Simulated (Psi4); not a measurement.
**InHF (SMILES [F][InH]) at UBP86/def2-SVP (core potential, sweep point 2)**

What is the vertical doublet–quartet gap of InHF at UBP86/def2-SVP (core potential, sweep point 2)? 

Program for the calculation: Psi4 1.11.

## (1) The structure to begin with

The species is InHF (3 atoms), meant as a doublet with charge 0. As SMILES, `[F][InH]`. The coordinates come from a PBE0-D4/def2-TZVP relaxation.

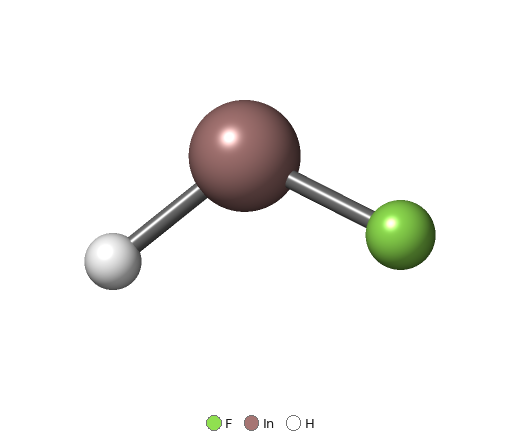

Viewed from a chosen angle; fluorine green, indium brown, hydrogen white.

## (2) A single-point energy at UBP86/def2-SVP (core potential, sweep point 2)

calc.dat

```
memory 1.6 GB

molecule geom {
  0 2
  F      1.088400     0.989500     0.694300
  In    -0.522500     0.355100    -0.244800
  H     -0.576900    -1.409400    -0.462800
  units angstrom
  symmetry c1
}

set reference uks
set puream true
set scf_type pk
set dft_radial_points 99
set dft_spherical_points 590
set maxiter 150

result, w = energy('bp86/def2-SVP', return_wfn=True)
```

Launch:

```bash
$ psi4 -n 1 calc.dat calc.out
```

calc.out:

```text
[...]
    !!!  WARNING: ECP capability is in beta. Please check occupations closely.  !!!
[...]
  Running in c1 symmetry.
[...]
  Nuclear repulsion =   58.542473673905171
[...]
  Multiplicity = 2
[...]
  Nalpha       = 16
  Nbeta        = 15
[...]
    Number of basis functions: 45
[...]
   @UKS iter   1:  -290.47273707300786   -9.47866e-01   1.22399e-02 ADIIS/DIIS
[...]
   @UKS iter   9:  -290.59580872602965   -2.94329e-08   7.57292e-07 DIIS
[...]
   @S^2 Observed:                7.535065106E-01
[...]
    Orbital Energies [Eh]
    ---------------------
    Alpha Occupied:
       1A    -24.215984     2A     -4.496386     3A     -2.941825
       4A     -2.935177     5A     -2.932322     6A     -0.969582
       7A     -0.707148     8A     -0.703580     9A     -0.701606
      10A     -0.699367    11A     -0.693676    12A     -0.390436
      13A     -0.311450    14A     -0.290280    15A     -0.285812
      16A     -0.196946
    Alpha Virtual:
      17A     -0.095517    18A     -0.022865    19A      0.030976
      20A      0.112453    21A      0.142292    22A      0.153840
      23A      0.204155    24A      0.272611    25A      0.297064
[...]
  @UKS Final Energy:  -290.59580872602965
   => Energetics <=
    Nuclear Repulsion Energy =             58.5424736739051710
    One-Electron Energy =                -592.0894674446203680
    Two-Electron Energy =                 270.6044927945031304
    DFT Exchange-Correlation Energy =     -27.6533077498175857
    Empirical Dispersion Energy =           0.0000000000000000
    VV10 Nonlocal Energy =                  0.0000000000000000
    Total Energy =                       -290.5958087260296452
[...]
 Multipole Moments:
 ------------------------------------------------------------------------------------
     Multipole            Electronic (a.u.)      Nuclear  (a.u.)        Total (a.u.)
 ------------------------------------------------------------------------------------
 L = 1.  Multiply by 2.5417464519 to convert [e a0] to [Debye]
 Dipole X            :        -17.0368601           16.1020080           -0.9348521
 Dipole Y            :         -3.2228256            3.0069949           -0.2158307
 Dipole Z            :          0.0000000           -0.0000000            0.0000000
 Magnitude           :                                                    0.9594433
[...]
```

Wall time 6.9 s (1 thread of Intel Xeon Platinum 8488C (Sapphire Rapids), shared host); peak memory 0.4 GiB.

## (3) The quartet at the same level

calc.dat

```
memory 1600 MB

molecule geom {
  0 4
  F      1.088400     0.989500     0.694300
  In    -0.522500     0.355100    -0.244800
  H     -0.576900    -1.409400    -0.462800
  symmetry c1
}

set {
  basis                def2-SVP
  reference            uks
  puream               true
  scf_type             pk
  dft_radial_points    99
  dft_spherical_points 590
  maxiter              150
}

energy_value, wavefunction = energy("bp86", return_wfn=True)
print_variables()
```

Launch:

```bash
$ psi4 -n 1 calc.dat calc.out
```

calc.out:

```text
[...]
    !!!  WARNING: ECP capability is in beta. Please check occupations closely.  !!!
[...]
  Running in c1 symmetry.
[...]
  Nuclear repulsion =   58.542473673905171
[...]
  Multiplicity = 4
[...]
  Nalpha       = 17
  Nbeta        = 14
[...]
    Number of basis functions: 45
[...]
   @UKS iter   1:  -290.32739854562368   -8.02528e-01   9.12928e-03 ADIIS/DIIS
[...]
   @UKS iter  10:  -290.40126808111302   -5.31639e-09   5.55805e-07 DIIS
[...]
   @S^2 Observed:                3.755024027E+00
[...]
    Orbital Energies [Eh]
    ---------------------
    Alpha Occupied:
       1A    -24.309288     2A     -4.516860     3A     -2.961463
       4A     -2.958510     5A     -2.950097     6A     -1.055776
       7A     -0.735475     8A     -0.726124     9A     -0.719385
      10A     -0.717218    11A     -0.716132    12A     -0.459346
      13A     -0.396199    14A     -0.370569    15A     -0.360443
      16A     -0.231978    17A     -0.118755
    Alpha Virtual:
      18A     -0.054014    19A     -0.000046    20A      0.082171
      21A      0.129736    22A      0.134336    23A      0.174962
      24A      0.248384    25A      0.272790    26A      0.295373
[...]
  @UKS Final Energy:  -290.40126808111302
   => Energetics <=
    Nuclear Repulsion Energy =             58.5424736739051710
    One-Electron Energy =                -590.7656842963460804
    Two-Electron Energy =                 269.4046577169233387
    DFT Exchange-Correlation Energy =     -27.5827151755954461
    Empirical Dispersion Energy =           0.0000000000000000
    VV10 Nonlocal Energy =                  0.0000000000000000
    Total Energy =                       -290.4012680811130167
[...]
 Multipole Moments:
 ------------------------------------------------------------------------------------
     Multipole            Electronic (a.u.)      Nuclear  (a.u.)        Total (a.u.)
 ------------------------------------------------------------------------------------
 L = 1.  Multiply by 2.5417464519 to convert [e a0] to [Debye]
 Dipole X            :        -16.5782945           16.1020080           -0.4762866
 Dipole Y            :         -3.6009550            3.0069949           -0.5939601
 Dipole Z            :          0.0000000           -0.0000000            0.0000000
 Magnitude           :                                                    0.7613393
[...]
```

It took 6.9 s on 1 thread of Intel Xeon Platinum 8488C (Sapphire Rapids), shared host; peak memory 0.4 GiB.

## (4) What came out

Level: UBP86/def2-SVP (core potential, sweep point 2).

```
                                        quantity          value
                           doublet: total energy  -290.59581 Eh
                          doublet: dipole moment         2.44 D
     doublet: HOMO energy (highest over α and β)       -5.36 eV
      doublet: LUMO energy (lowest over α and β)       -4.29 eV
                                   doublet: ⟨S²⟩          0.754
                           quartet: total energy  -290.40127 Eh
                          quartet: dipole moment         1.94 D
     quartet: HOMO energy (highest over α and β)       -3.23 eV
                                   quartet: ⟨S²⟩          3.755
vertical energy of the quartet above the doublet       5.294 eV
```

In words: At this shape the quartet lies 5.29 eV (511 kJ/mol) above the doublet.
